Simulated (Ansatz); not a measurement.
## Run report: CH$_{7}$BFNOSi, geometry relaxation

CH$_{7}$BFNOSi, computed with RKS CAM-B3LYP-D4/6-31G* (Ansatz 0.2.0).

It belongs to a series of runs on one base structure; here: end point B relaxed.

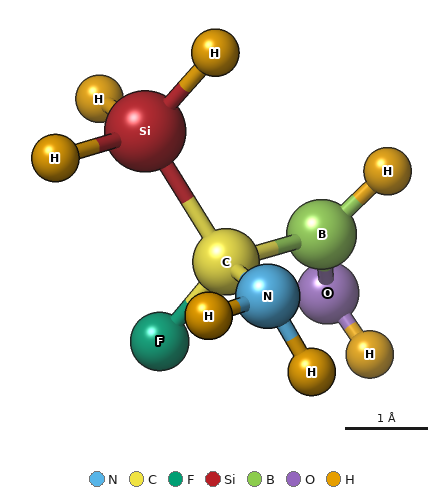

Figure 1. The input geometry (ball-and-stick view, seen at a tilt).

## Input
```yaml
crystal:
  periodic: [false, false, false]
  atoms:
    - { symbol: "N", position_ang: [-1.6859, -0.0165, -0.1387] }
    - { symbol: C, position_ang: [-0.3422, 0.0298, 0.2812] }
    - { symbol: F, position_ang: [-0.307, 0.0662, 1.6513] }
    - { symbol: Si, position_ang: [0.6001, -1.5026, -0.3349] }
    - { symbol: B, position_ang: [0.4179, 1.2955, -0.3386] }
    - { symbol: O, position_ang: [1.0418, 2.2973, 0.5632] }
    - { symbol: H, position_ang: [-2.1847, 0.8703, 0.2574] }
    - { symbol: H, position_ang: [-2.1708, -0.7842, 0.2679] }
    - { symbol: H, position_ang: [0.4691, -1.5464, -1.7578] }
    - { symbol: H, position_ang: [-0.1386, -2.6985, 0.2485] }
    - { symbol: H, position_ang: [1.9212, -1.4966, 0.1233] }
    - { symbol: H, position_ang: [0.4791, 1.47, -1.4747] }
    - { symbol: H, position_ang: [0.34676, 2.90844, 0.72502] }
basis:
  gaussian: { orbitals: "6-31G*" }
hamiltonian:
  xc: cam_b3lyp
  dispersion: d4
relax:
  f_tol: 0.015
  max_steps: 40
```

Run on 2 threads of Intel Xeon @ 2.50GHz (Skylake/Cascade Lake), 16 GiB of memory available, shared host.

Launch command:
```bash
ansatz run input.yaml --threads 2 --pin off --max-ram 3072MiB --backend cpu --events-out ev --progress --plain --runs-dir out
```

## What the program printed
```
The last accepted step is kept in [file] (removed where the run ends without a failure and the disk answers)
Engine: ansatz 0.2.0, x86_64-unknown-linux-gnu
Functional definition: CAM-B3LYP
  parameter alpha = 0.19
  parameter beta = 0.46
  parameter omega = 0.33/bohr
  parameter ac = 0.81
  exchange = (1 - alpha - beta)*b88_x + beta*b88_x_sr(omega) + alpha*exact_x + beta*exact_x_lr(omega)
  correlation = (1 - ac)*vwn5_c + ac*lyp_c
1176 factors; integrals over basis functions are off by at most 6.4e-4 eV
404 factors; integrals over basis functions are off by at most 5.4e-7 eV
mean field evaluation 1: about -15948.6442 eV, gradient 5.7e1 eV
mean field evaluation 2: about -15946.7702 eV, gradient 6.7e1 eV
mean field evaluation 4: about -15954.4484 eV, gradient 2.6e0 eV
mean field evaluation 8: about -15954.4822 eV, gradient 1.7e-1 eV
mean field evaluation 16: about -15954.4822 eV, gradient 7.4e-5 eV
mean field -15954.48223971 eV, -586.3164079728 hartree, gradient 7.4e-5 eV, S^2 0.000000; 0 other end points of the search recorded, 0 dependent functions left out
the calculation of the forces begins
reference -15954.48235901 eV, -586.3164123572 hartree; 28, 28 occupied and 80, 80 virtual orbitals, 1176 factors
relax step   1: F+E_penalty+E_count = -15954.72088199 eV  Δ(F+E_penalty+E_count) = +0.000e0 eV  max|allowed force component| = 3.327e0 eV/Å  Δτ_max = 0.0000 Å  (29 SCF iters, accepted)
these checks for a lower state are left out or cut short: starts, cluster_reference, orbital_swaps, neighbouring_geometries, increment
1176 factors; integrals over basis functions are off by at most 7.2e-4 eV
404 factors; integrals over basis functions are off by at most 5.4e-7 eV
mean field -15954.97239912 eV, -586.3344209990 hartree, gradient 1.1e-5 eV, S^2 0.000000; 0 other end points of the search recorded, 0 dependent functions left out
[... from here on the field's lines of each further geometry are left out, up to the last ...]
relax step   2: F+E_penalty+E_count = -15955.21113280 eV  Δ(F+E_penalty+E_count) = -4.903e-1 eV  max|allowed force component| = 2.018e0 eV/Å  Δτ_max = 0.1570 Å  (33 SCF iters, accepted)
relax step   3: F+E_penalty+E_count = -15955.37773456 eV  Δ(F+E_penalty+E_count) = -1.666e-1 eV  max|allowed force component| = 2.281e0 eV/Å  Δτ_max = 0.1677 Å  (33 SCF iters, accepted)
relax step   4: F+E_penalty+E_count = -15955.57900192 eV  Δ(F+E_penalty+E_count) = -2.013e-1 eV  max|allowed force component| = 2.670e0 eV/Å  Δτ_max = 0.1992 Å  (33 SCF iters, accepted)
relax step   5: F+E_penalty+E_count = -15955.94003571 eV  Δ(F+E_penalty+E_count) = -3.610e-1 eV  max|allowed force component| = 1.134e0 eV/Å  Δτ_max = 0.2000 Å  (30 SCF iters, accepted)
relax step   6: F+E_penalty+E_count = -15956.09252324 eV  Δ(F+E_penalty+E_count) = -1.525e-1 eV  max|allowed force component| = 2.548e0 eV/Å  Δτ_max = 0.1976 Å  (32 SCF iters, accepted)
relax step   7: F+E_penalty+E_count = -15956.21117197 eV  Δ(F+E_penalty+E_count) = -1.186e-1 eV  max|allowed force component| = 1.038e0 eV/Å  Δτ_max = 0.1999 Å  (31 SCF iters, accepted)
relax step   8: F+E_penalty+E_count = -15956.27627375 eV  Δ(F+E_penalty+E_count) = -6.510e-2 eV  max|allowed force component| = 2.523e-1 eV/Å  Δτ_max = 0.1010 Å  (31 SCF iters, accepted)
relax step   9: F+E_penalty+E_count = -15956.29392782 eV  Δ(F+E_penalty+E_count) = -1.765e-2 eV  max|allowed force component| = 6.660e-1 eV/Å  Δτ_max = 0.1454 Å  (29 SCF iters, accepted)
relax step  10: F+E_penalty+E_count = -15956.31117887 eV  Δ(F+E_penalty+E_count) = -1.725e-2 eV  max|allowed force component| = 1.612e-1 eV/Å  Δτ_max = 0.0607 Å  (28 SCF iters, accepted)
relax step  11: F+E_penalty+E_count = -15956.31721558 eV  Δ(F+E_penalty+E_count) = -6.037e-3 eV  max|allowed force component| = 9.816e-2 eV/Å  Δτ_max = 0.0870 Å  (31 SCF iters, accepted)
relax step  12: F+E_penalty+E_count = -15956.31779916 eV  Δ(F+E_penalty+E_count) = -5.836e-4 eV  max|allowed force component| = 1.530e-1 eV/Å  Δτ_max = 0.0742 Å  (31 SCF iters, accepted)
relax step  13: F+E_penalty+E_count = -15956.31876972 eV  Δ(F+E_penalty+E_count) = -9.706e-4 eV  max|allowed force component| = 6.833e-2 eV/Å  Δτ_max = 0.0448 Å  (27 SCF iters, accepted)
relax step  14: F+E_penalty+E_count = -15956.31931482 eV  Δ(F+E_penalty+E_count) = -5.451e-4 eV  max|allowed force component| = 2.839e-2 eV/Å  Δτ_max = 0.0148 Å  (28 SCF iters, accepted)
relax step  15: F+E_penalty+E_count = -15956.31937161 eV  Δ(F+E_penalty+E_count) = -5.679e-5 eV  max|allowed force component| = 1.664e-2 eV/Å  Δτ_max = 0.0052 Å  (26 SCF iters, accepted)
the calculation of the forces begins
reference -15956.07807928 eV, -586.3750539952 hartree; 28, 28 occupied and 80, 80 virtual orbitals, 1176 factors
relax step  16: F+E_penalty+E_count = -15956.31940187 eV  Δ(F+E_penalty+E_count) = -3.026e-5 eV  max|allowed force component| = 4.834e-3 eV/Å  Δτ_max = 0.0044 Å  (24 SCF iters, accepted)
1176 factors; integrals over basis functions are off by at most 7.3e-4 eV
404 factors; integrals over basis functions are off by at most 5.5e-7 eV
mean field evaluation 128: about -15956.0780 eV, gradient 9.2e-4 eV
```

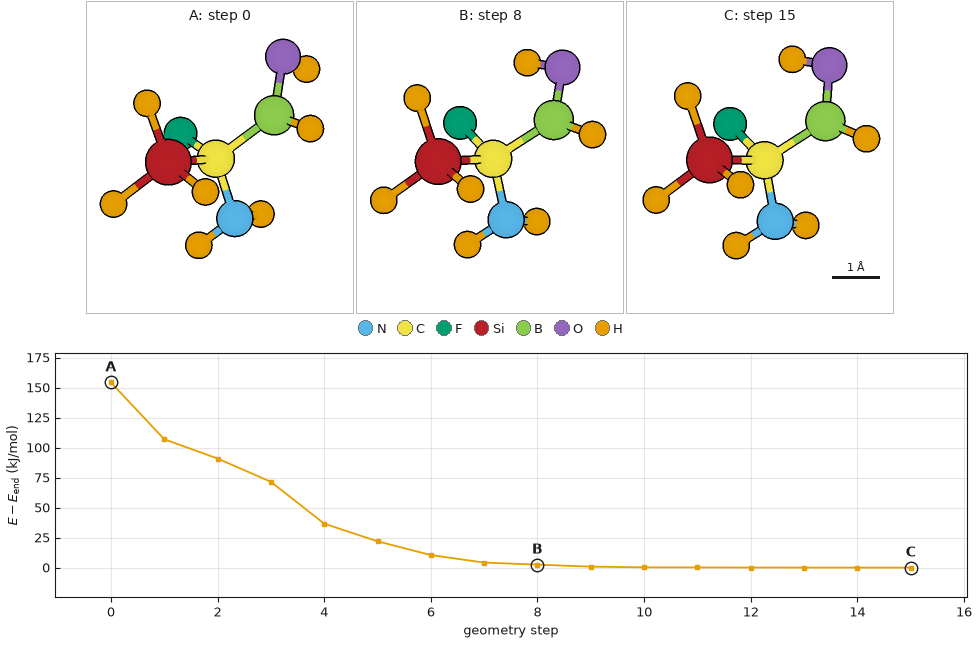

Figure 2. Frames of the relaxation (ball-and-stick view, seen at a tilt) above the curves, on which the letters mark them (the first geometry is step 0 here and step 1 in the log).

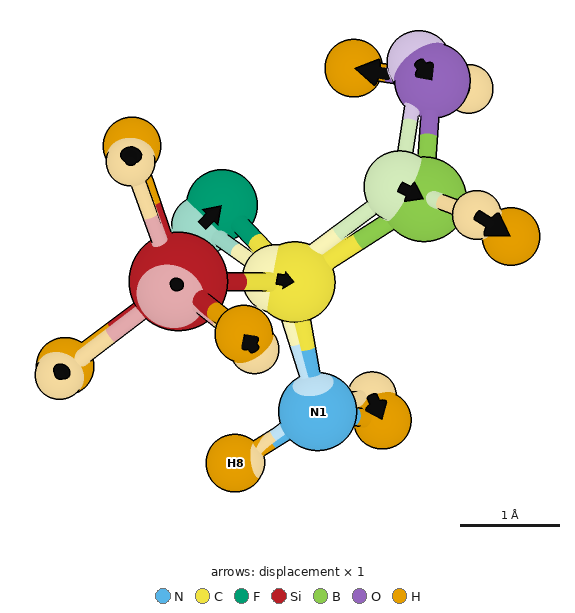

Figure 3. Start (faint) and end (solid) with the displacements as black arrows, at true length (ball-and-stick view, seen at a tilt). The two geometries are laid on each other by the best rigid fit. After 15 geometry steps the energy has fallen by 154.2 kJ/mol. The largest force component goes from 3.3 to 0.0048 eV/Å. The atom that moves furthest after the best rigid fit is H13 (1.23 Å). By element the largest moves are H 1.23 Å, F 0.30 Å, B 0.28 Å, O 0.26 Å, C 0.19 Å, Si 0.12 Å. Among the contacts that change: B5–O6 1.485 → 1.341 Å, C2–F3 1.371 → 1.476 Å, Si4–H11 1.398 → 1.481 Å, N1–H7 1.092 → 1.014 Å. Among the angles that change: C2–N1–H7 107.5° → 114.8°, F3–C2–Si4 109.4° → 102.7°, Si4–C2–B5 106.0° → 112.4°. (Atoms are counted from 1 in the order of the input.)

```
mean field -15956.07796040 eV, -586.3750496265 hartree, gradient 1.5e-5 eV, S^2 0.000000; 1 other end points of the search recorded, 0 dependent functions left out
the calculation of the forces begins
reference -15956.07807928 eV, -586.3750539952 hartree; 28, 28 occupied and 80, 80 virtual orbitals, 1176 factors
Total energy: -15956.31952075 eV, -586.3839268056 hartree
Atom 0 at    -1.758002    -0.013601    -0.150957 Å, force     0.001275    -0.004770     0.000182 eV/Å
Atom 1 at    -0.397205     0.165953     0.154727 Å, force     0.003117    -0.004834    -0.000090 eV/Å
Atom 2 at    -0.177732     0.336213     1.604523 Å, force     0.000434     0.000523     0.000001 eV/Å
Atom 3 at     0.581244    -1.422053    -0.232939 Å, force    -0.002456     0.003187     0.001916 eV/Å
Atom 4 at     0.256702     1.454564    -0.499706 Å, force     0.000796     0.000957     0.000480 eV/Å
Atom 5 at     0.941797     2.276272     0.309121 Å, force     0.002783    -0.000989    -0.000870 eV/Å
Atom 6 at    -2.337945     0.806816    -0.011803 Å, force    -0.002913     0.003534     0.000630 eV/Å
Atom 7 at    -2.184169    -0.815707     0.300595 Å, force     0.001886     0.002042    -0.001045 eV/Å
Atom 8 at     0.687640    -1.636024    -1.695541 Å, force     0.000418    -0.000098    -0.000890 eV/Å
Atom 9 at    -0.162912    -2.548817     0.385246 Å, force    -0.000418    -0.000931    -0.000168 eV/Å
Atom 10 at     1.936093    -1.334063     0.358821 Å, force    -0.000239     0.000199    -0.000165 eV/Å
Atom 11 at     0.190461     1.698888    -1.665535 Å, force    -0.001279     0.000633     0.000585 eV/Å
Atom 12 at     0.870789     1.924297     1.216569 Å, force    -0.003404     0.000546    -0.000567 eV/Å
Dipole moment:    -0.306065    -0.171361     0.134895 e Å
```

## Trajectory as extended XYZ (Å, eV, eV/Å), 8 of the 16 frames kept, from step=1 to step=16
```
13
Properties=species:S:1:pos:R:3:forces:R:3 step=1 energy=-15954.72088
N    -1.6859   -0.0165   -0.1387   -1.4866   3.0227  -0.0970
C    -0.3422    0.0298    0.2812    0.8782   0.8453  -1.1872
F    -0.3070    0.0662    1.6513    0.5494  -0.0582   1.8010
Si    0.6001   -1.5026   -0.3349   -2.3253  -0.8100   0.7049
B     0.4179    1.2955   -0.3386    0.7755   1.5149   3.2031
O     1.0418    2.2973    0.5632   -0.3419  -3.3267  -2.4096
H    -2.1847    0.8703    0.2574    0.9180  -2.0548  -1.0411
H    -2.1708   -0.7842    0.2679   -0.4311  -0.9364   0.3869
H     0.4691   -1.5464   -1.7578    0.1589  -0.0734  -1.1067
H    -0.1386   -2.6985    0.2485    0.3498   0.4243  -0.2056
H     1.9212   -1.4966    0.1233    1.8130   0.0314   0.5164
H     0.4791    1.4700   -1.4747    0.1657   0.0417  -1.1982
H     0.3468    2.9084    0.7250   -1.0235   1.3791   0.6330
13
Properties=species:S:1:pos:R:3:forces:R:3 step=3 energy=-15955.37774
N    -1.7333    0.0043   -0.1379    0.2389  -0.7015   0.3748
C    -0.3654    0.1073    0.2957   -0.3598  -0.0060  -0.5648
F    -0.2367    0.1159    1.7086   -0.0445   0.0538   0.0852
Si    0.5440   -1.4743   -0.3068    0.3739   0.1225  -0.1946
B     0.3925    1.3265   -0.3525    0.5470   0.8034   0.2705
O     1.1114    2.2378    0.4229   -2.2811   1.0377   0.1546
H    -2.2929    0.7797    0.1797   -0.1660   0.4333   0.0343
H    -2.1821   -0.8380    0.2381    0.1975   0.2397  -0.1835
H     0.5418   -1.5658   -1.7974   -0.0388   0.0048   0.2375
H    -0.1573   -2.6365    0.2773   -0.1040  -0.0706   0.0538
H     1.9588   -1.4566    0.1679   -0.1944  -0.0078  -0.0202
H     0.4187    1.4679   -1.5608    0.1071  -0.3098   0.4024
H     0.4471    2.8244    0.9383    1.7243  -1.5995  -0.6502
13
Properties=species:S:1:pos:R:3:forces:R:3 step=5 energy=-15955.94004
N    -1.7446    0.0197   -0.1016   -0.0144  -0.1348   0.2318
C    -0.3715    0.1255    0.2488   -0.0562  -0.4544  -0.5526
F    -0.1598    0.0864    1.6669   -0.0811   0.4853   0.1537
Si    0.5422   -1.4577   -0.3200    0.0588   0.1316  -0.0484
B     0.3688    1.3461   -0.4280    0.3734   0.3851   0.4465
O     0.9156    2.3669    0.2817   -1.1337   0.7180   0.7329
H    -2.2902    0.8252    0.1829   -0.0536   0.1265  -0.0186
H    -2.1783   -0.8050    0.3101    0.0227   0.0527  -0.1092
H     0.5554   -1.5710   -1.8015    0.0386  -0.0460   0.0908
H    -0.1728   -2.6110    0.2763   -0.0470  -0.0399   0.0073
H     1.9232   -1.4029    0.2199   -0.0037  -0.0614  -0.0847
H     0.5908    1.3706   -1.6096   -0.0295  -0.1749   0.1834
H     0.4680    2.5999    1.1471    0.9257  -0.9880  -1.0327
13
Properties=species:S:1:pos:R:3:forces:R:3 step=7 energy=-15956.21117
N    -1.7370    0.0320   -0.1225   -0.1080  -0.1403  -0.0308
C    -0.3688    0.1100    0.2199   -0.0648   1.0375  -0.2048
F    -0.1835    0.2409    1.6515    0.1118   0.0576   0.0990
Si    0.5589   -1.4301   -0.2790    0.2098  -0.7142  -0.0439
B     0.3347    1.3808   -0.4660   -0.2857  -0.3676   0.5165
O     0.8108    2.3861    0.2887    0.1123   0.2397  -0.5211
H    -2.2701    0.8453    0.1709   -0.0070  -0.0304  -0.0781
H    -2.2067   -0.8106    0.2017    0.0812   0.1117   0.0557
H     0.5720   -1.6027   -1.7517    0.0039   0.0252   0.0259
H    -0.1424   -2.5821    0.3487    0.0421  -0.0286  -0.0255
H     1.9517   -1.3632    0.2260   -0.0225   0.0133  -0.0046
H     0.4608    1.4081   -1.6525    0.0627   0.2004   0.0224
H     0.6665    2.2782    1.2375   -0.1359  -0.4044   0.1892
13
Properties=species:S:1:pos:R:3:forces:R:3 step=10 energy=-15956.31118
N    -1.7343    0.0019   -0.1475    0.0028  -0.0170   0.1304
C    -0.3642    0.1522    0.1690   -0.1612  -0.0989  -0.1379
F    -0.1589    0.3287    1.6103    0.0169  -0.0102   0.0519
Si    0.5777   -1.4535   -0.2515   -0.0311   0.0790   0.0258
B     0.2816    1.4399   -0.4930    0.1139   0.0524  -0.0866
O     0.8399    2.3389    0.3304    0.0218   0.0155   0.0887
H    -2.2907    0.8386    0.0108    0.0402  -0.0873  -0.0248
H    -2.1769   -0.7868    0.3190    0.0511   0.0844  -0.0608
H     0.6084   -1.6548   -1.7190    0.0154  -0.0148   0.0031
H    -0.1464   -2.5769    0.3969   -0.0029   0.0130  -0.0040
H     1.9613   -1.3836    0.2752   -0.0133   0.0028   0.0045
H     0.3217    1.6313   -1.6738   -0.0593  -0.0303   0.0935
H     0.7276    2.0170    1.2464    0.0057   0.0114  -0.0838
13
Properties=species:S:1:pos:R:3:forces:R:3 step=12 energy=-15956.31780
N    -1.7592   -0.0177   -0.1406    0.0240   0.0359  -0.0556
C    -0.3989    0.1681    0.1576    0.0254   0.0545   0.0162
F    -0.1742    0.3458    1.6056   -0.0082  -0.0196   0.0227
Si    0.5784   -1.4185   -0.2350    0.0341  -0.0076  -0.0053
B     0.2557    1.4546   -0.5023    0.1514   0.0287   0.1033
O     0.9478    2.2772    0.3072   -0.1530  -0.1095  -0.1268
H    -2.3414    0.8013   -0.0067   -0.0259   0.0014   0.0133
H    -2.1786   -0.8212    0.3117   -0.0389  -0.0291   0.0254
H     0.6990   -1.6185   -1.6988   -0.0140  -0.0016   0.0049
H    -0.1760   -2.5483    0.3663    0.0076   0.0042  -0.0006
H     1.9308   -1.3403    0.3648   -0.0131  -0.0032   0.0066
H     0.2030    1.6791   -1.6727   -0.0105   0.0456   0.0114
H     0.8604    1.9311    1.2160    0.0211   0.0006  -0.0155
13
Properties=species:S:1:pos:R:3:forces:R:3 step=14 energy=-15956.31932
N    -1.7582   -0.0132   -0.1530   -0.0254   0.0122   0.0049
C    -0.3984    0.1675    0.1539    0.0224  -0.0284  -0.0074
F    -0.1795    0.3354    1.6044   -0.0025   0.0047  -0.0077
Si    0.5806   -1.4209   -0.2336    0.0018   0.0043   0.0048
B     0.2584    1.4550   -0.4996   -0.0056  -0.0075   0.0194
O     0.9438    2.2739    0.3115    0.0051   0.0178  -0.0023
H    -2.3395    0.8057   -0.0100    0.0020   0.0066  -0.0068
H    -2.1840   -0.8161    0.2972    0.0049  -0.0102   0.0018
H     0.6822   -1.6420   -1.6956   -0.0020   0.0050  -0.0004
H    -0.1593   -2.5463    0.3920   -0.0022  -0.0006   0.0001
H     1.9378   -1.3291    0.3521    0.0003   0.0002   0.0016
H     0.1950    1.6997   -1.6652    0.0001   0.0012  -0.0052
H     0.8679    1.9231    1.2190    0.0012  -0.0052  -0.0028
13
Properties=species:S:1:pos:R:3:forces:R:3 step=16 energy=-15956.31940
N    -1.7580   -0.0136   -0.1510    0.0013  -0.0048   0.0002
C    -0.3972    0.1660    0.1547    0.0031  -0.0048  -0.0001
F    -0.1777    0.3362    1.6045    0.0004   0.0005   0.0000
Si    0.5812   -1.4221   -0.2329   -0.0025   0.0032   0.0019
B     0.2567    1.4546   -0.4997    0.0008   0.0010   0.0005
O     0.9418    2.2763    0.3091    0.0028  -0.0010  -0.0009
H    -2.3379    0.8068   -0.0118   -0.0029   0.0035   0.0006
H    -2.1842   -0.8157    0.3006    0.0019   0.0020  -0.0010
H     0.6876   -1.6360   -1.6955    0.0004  -0.0001  -0.0009
H    -0.1629   -2.5488    0.3852   -0.0004  -0.0009  -0.0002
H     1.9361   -1.3341    0.3588   -0.0002   0.0002  -0.0002
H     0.1905    1.6989   -1.6655   -0.0013   0.0006   0.0006
H     0.8708    1.9243    1.2166   -0.0034   0.0005  -0.0006
```

## Key numbers

| quantity | value |
| --- | --- |
| outcome | converged |
| total energy | −15956.3195 eV |
| mean-field energy | −15956.0781 eV |
| largest force (length of the vector) at the end | 0.006 eV/Å |
| wall time | 2 min (CPU time 3.8 min) |
| peak memory | 0.33 GiB |
